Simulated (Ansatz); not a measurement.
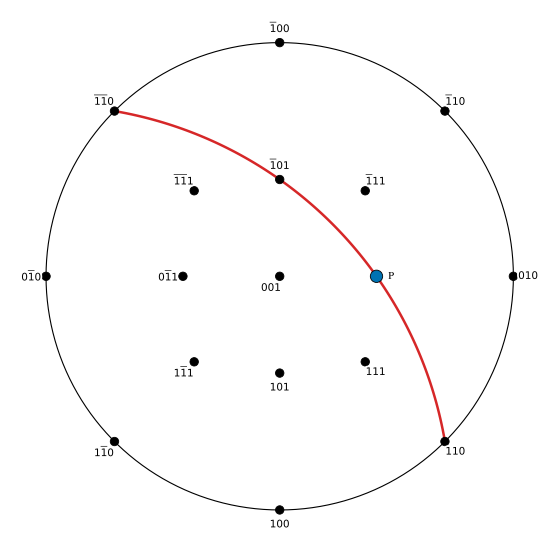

For MgZn₆, the end point of a relaxation with DFT PBE, scalar-relativistic, plane waves, PAW in Ansatz; the starting structure was generated, so it need not be a known form of this composition: stereographic projection of plane normals (upper hemisphere) centred on (0 0 1). All values are computed from the atomic coordinates in the standard setting (tolerance 0.002 Å).

a = 6.050 Å, b = 6.050 Å, c = 6.050 Å, α = 90.00°, β = 90.00°, γ = 90.00°.

> Index the pole marked P.

P is (0 1 1), 45.0° from the centre.

> Which zone does the coloured great circle trace?

The zone [1 −1 1]: its poles satisfy h − k + l = 0.

> What is the angle between the normals of (1 0 1) and (−1 0 1), and what are their d_hkl = 1/|g|?

90.0°; d = 4.278 Å and 4.278 Å.
